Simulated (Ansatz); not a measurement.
CH$_{6}$Sn: several calculations on one system

Part 1: Relaxation

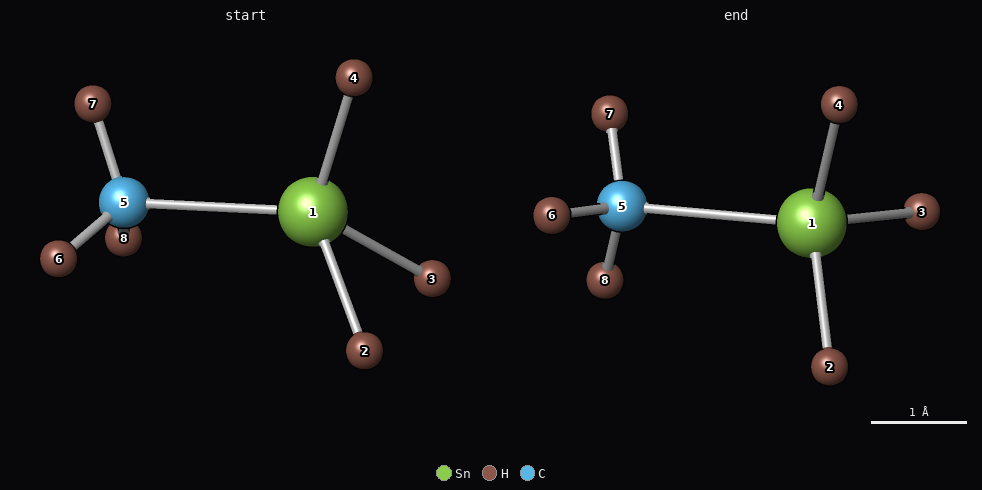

The structure of CH$_{6}$Sn before (left) and after (right) a relaxation, at one scale.

The picture is a ball-and-stick view, seen at a tilt.

The run prepares an end point of a later path (reaction) calculation, from a guessed geometry.

Computed with Ansatz 0.2.0, RHF/def2-SVP.

Input
```yaml
crystal:
  periodic: [false, false, false]
  atoms:
    - { symbol: Sn, position_ang: [0.097261, -0.018662, 0.076761] }
    - { symbol: H, position_ang: [0.735405, -0.043329, 1.665286] }
    - { symbol: H, position_ang: [1.809068, -0.000965, 0.056201] }
    - { symbol: H, position_ang: [-0.64423, 1.445877, -0.37745] }
    - { symbol: C, position_ang: [-0.945619, -1.752089, -0.668706] }
    - { symbol: H, position_ang: [-1.518372, -2.22188, 0.129722] }
    - { symbol: H, position_ang: [-1.627409, -1.437338, -1.457821] }
    - { symbol: H, position_ang: [-0.241505, -2.477113, -1.074391] }
basis:
  gaussian: { orbitals: def2-SVP }
hamiltonian:
  xc: hf
relax:
  f_tol: 0.03
  max_steps: 50
output:
  orbitals: {}
```

Command:
```bash
ansatz run input.yaml --threads 1 --pin off --max-ram 2048MiB --backend cpu --events-out ev --progress --plain --runs-dir out
```

What changed between the two?

After 11 accepted moves (14 points after the start) the energy has fallen by 98.4 kJ/mol. Largest force component: 1.9 eV/Å at the start, 0.018 eV/Å at the end. The line search rejected the trial steps at points 6, 8, 11 of the run. The forces were under the threshold at step 5, but the run went on from there. H3 moves most after the best rigid fit: 0.79 Å. Largest moves by element: H 0.79 Å, Sn 0.15 Å, C 0.08 Å. Near-neighbour distances that change, for instance: Sn1–H4 1.703 → 1.714 Å, Sn1–C5 2.156 → 2.163 Å. Bond angles that change, for instance: H2–Sn1–H3 68.8° → 108.9°, H2–Sn1–C5 119.3° → 110.1°, H2–Sn1–H4 115.0° → 108.8°.

Limits of the set-up: Hartree-Fock leaves out electron correlation.

Part 2: Relaxation

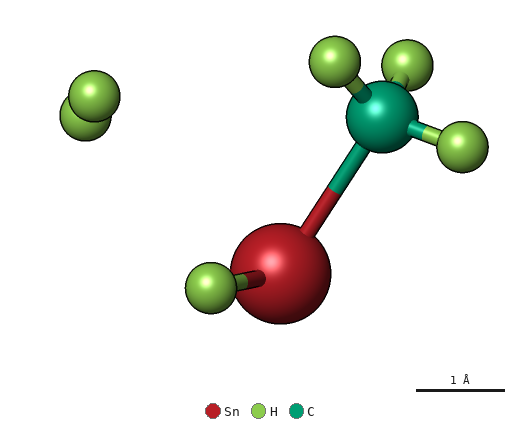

CH6Sn, before the relaxation. Style: ball-and-stick. Shown at a tilt.

The run prepares an end point of a later path (reaction) calculation, from a guessed geometry.

Theory: RHF/def2-SVP in Ansatz 0.2.0.

Input file:
```yaml
crystal:
  periodic: [false, false, false]
  atoms:
    - { symbol: Sn, position_ang: [-0.00664, 0.303141, -1.217202] }
    - { symbol: H, position_ang: [1.157184, -0.232179, 1.428021] }
    - { symbol: H, position_ang: [1.772343, -0.144218, 1.080147] }
    - { symbol: H, position_ang: [-1.009095, 1.194066, -0.062712] }
    - { symbol: C, position_ang: [-0.929673, -1.656409, -0.762858] }
    - { symbol: H, position_ang: [-1.232638, -1.737078, 0.280894] }
    - { symbol: H, position_ang: [-1.828528, -1.753311, -1.381192] }
    - { symbol: H, position_ang: [-0.258353, -2.479512, -1.015498] }
basis:
  gaussian: { orbitals: def2-SVP }
hamiltonian:
  xc: hf
relax:
  f_tol: 0.03
  max_steps: 50
```

Command:
```bash
ansatz run input.yaml --threads 1 --pin off --max-ram 2048MiB --backend cpu --events-out ev --progress --plain --runs-dir out
```

**What does the optimiser find from here?**

Over 10 accepted moves (11 points after the start) the energy falls by 0.041 eV. The largest force component goes from 1.4 to 0.013 eV/Å. The line search rejected the trial step at point 10 of the run. H8 moves most after the best rigid fit: 0.48 Å. By element the largest moves are H 0.48 Å, Sn 0.18 Å, C 0.13 Å. Among the contacts that change: H2–H3 0.712 → 0.748 Å. Groups turn about Sn1–C5 by about 25°. Cost: 14 s on 1 thread of Arm Neoverse V2, on a shared host, peak memory 0.12 GiB.

The structure at the end:

```xyz
8

Sn   -0.0167    0.2212   -1.3759
H     1.2571    0.0423    1.7526
H     1.9097   -0.1168    1.4236
H    -1.0268    1.1459   -0.2496
C    -0.9786   -1.7052   -0.8707
H    -0.9097   -1.8970    0.2034
H    -2.0422   -1.6565   -1.1241
H    -0.5280   -2.5394   -1.4097
```

After the run, drawn alike:

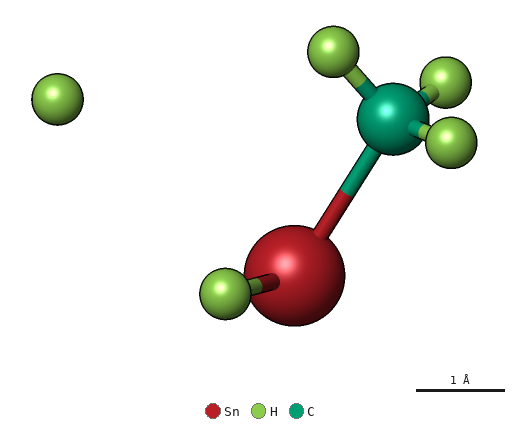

Limits of the set-up: the start holds two separate molecules, 2.9 Å apart at their closest, whose relative position is a soft coordinate and is computed without a dispersion correction; Hartree-Fock leaves out electron correlation.

Part 3: Path

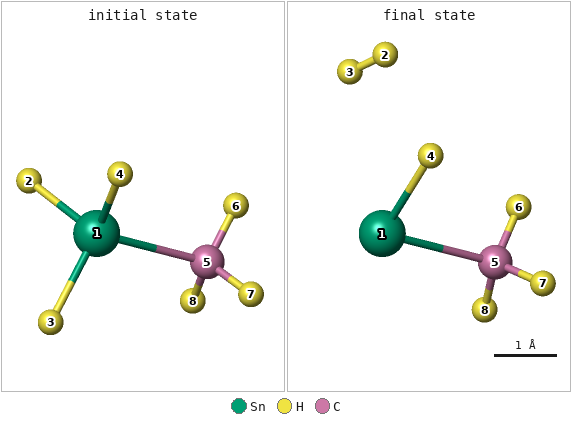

The two relaxed end points of a path for CH6Sn. The picture is a ball-and-stick view, seen at a tilt.

Theory: RHF/def2-SVP (Ansatz).

Settings: 7 movable images; climbing image; force threshold 0.05 eV/Å; iteration limit 60.

Start:
```xyz
8

Sn    0.2181   -0.0311    0.1574
H     0.5675   -0.2761    1.8172
H     1.6914    0.1605   -0.6970
H    -0.7067    1.4025   -0.0063
C    -0.8822   -1.7191   -0.6276
H    -1.8104   -1.8568   -0.0712
H    -1.1260   -1.5558   -1.6783
H    -0.2872   -2.6297   -0.5448
```

End:
```xyz
8

Sn    0.0262    0.1699   -1.4087
H     1.2365    0.0868    1.7488
H     1.8919   -0.0974    1.4391
H    -0.9864    1.1566   -0.3387
C    -0.9836   -1.7166   -0.8497
H    -0.9390   -1.8683    0.2321
H    -2.0411   -1.6571   -1.1257
H    -0.5398   -2.5795   -1.3476
```

What barrier does the band find between them, and by what path?

Forward barrier 2.98 eV, backward barrier 1.99 eV, with image 4 at the top; the reaction energy is +0.99 eV. Breaking: Sn1–H2 (1.71 → 1.91 at the top → 3.38 Å), Sn1–H3 (1.71 → 1.73 at the top → 3.41 Å). Forming: H2–H3 (2.79 → 1.27 at the top → 0.75 Å). The band converged in 22 iterations. The largest component of the band force went from 5.2 to 0.025 eV/Å. The climbing image converged on the top of the path. Its vibrational analysis gives one imaginary mode (1718i cm⁻¹), as a transition state must have.

Energies of the converged images:

| image | path (Å) | E (eV) |
| --- | --- | --- |
| 0 | 0.00 | 0.000 |
| 1 | 0.40 | 0.135 |
| 2 | 0.79 | 0.749 |
| 3 | 1.19 | 1.991 |
| 4 | 1.58 | 2.981 |
| 5 | 2.30 | 1.147 |
| 6 | 3.02 | 1.017 |
| 7 | 3.74 | 1.000 |
| 8 | 4.46 | 0.993 |

The geometry at the top of the path:

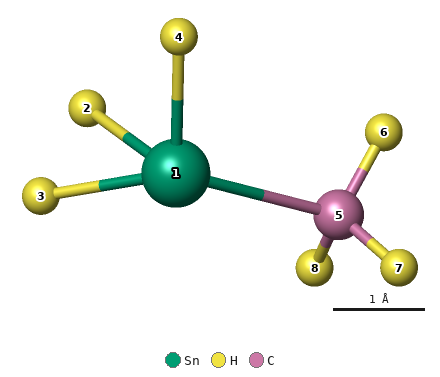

Limits of the set-up: Hartree-Fock leaves out electron correlation.
